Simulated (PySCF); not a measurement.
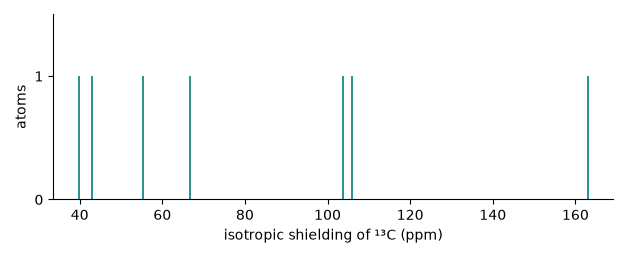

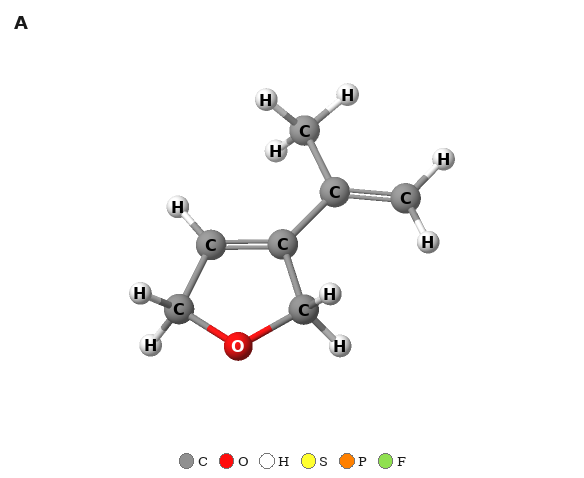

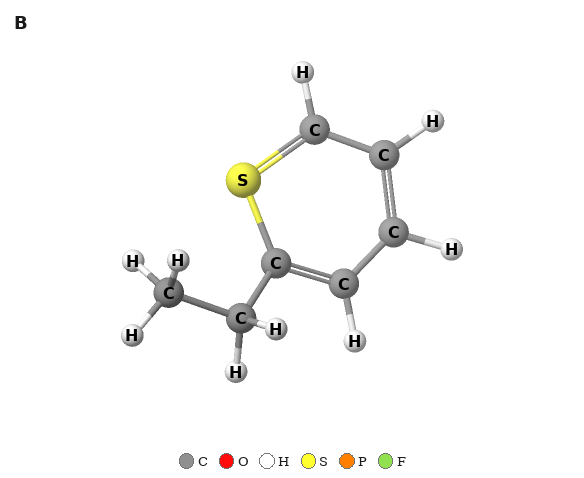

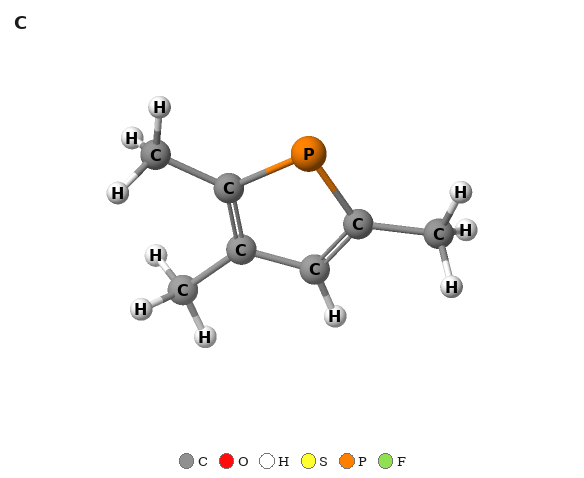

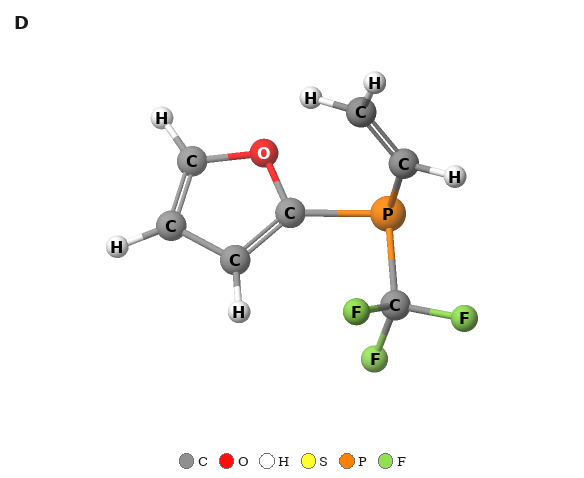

The sticks are computed shieldings of one of the molecules, for one fixed geometry (GFN2-xTB) without averaging over rotations. Low shielding means a high chemical shift. Method: GIAO PBE0/pcSseg-1 NMR shielding, non-relativistic, gas phase (PySCF 2.14.0).

Which molecule gives this pattern?

A, `C=C(C)C1=CCOC1`. Its 7 C atoms give lines at 39.7, 42.9, 55.4, 66.8, 103.7, 105.9, 162.9 ppm.

The geometry is semi-empirical. Around P such bond lengths and angles can be off by a tenth of an ångström or more and by several degrees, and values that hang on the shape move with them.
